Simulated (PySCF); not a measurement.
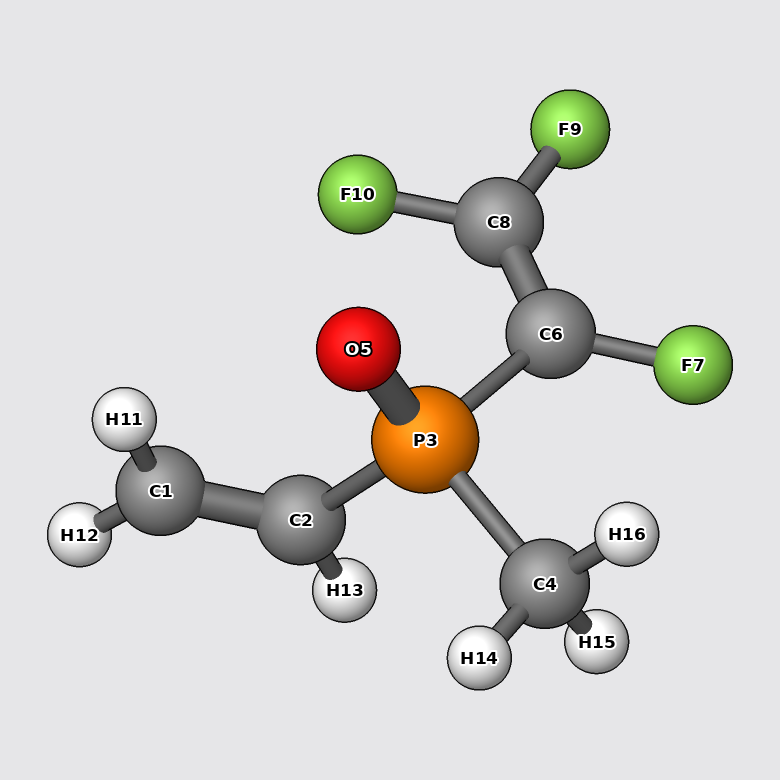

The thickness of each stick grows with its Mayer bond order. The computed structure is the end point of a GFN2-xTB optimisation. No frequency run is at hand to confirm it as a minimum. Method: PBE0/pcSseg-1 (PySCF 2.14.0).

List the Mayer bond orders of C1–C2, C2–P3, P3–C4, P3–O5, P3–C6, C6–F7, C6–C8, C8–F9, C8–F10 (bonds between heavy atoms, one of each equivalent set).

| bond | Mayer order | length (Å) |
| --- | --- | --- |
| C1–C2 | 1.95 | 1.322 |
| C2–P3 | 0.90 | 1.810 |
| P3–C4 | 0.99 | 1.825 |
| P3–O5 | 1.89 | 1.462 |
| P3–C6 | 0.79 | 1.850 |
| C6–F7 | 0.93 | 1.341 |
| C6–C8 | 1.71 | 1.324 |
| C8–F9 | 1.04 | 1.322 |
| C8–F10 | 1.02 | 1.324 |

The geometry is semi-empirical. Around P such bond lengths and angles can be off by a tenth of an ångström or more and by several degrees, and values that hang on the shape move with them.
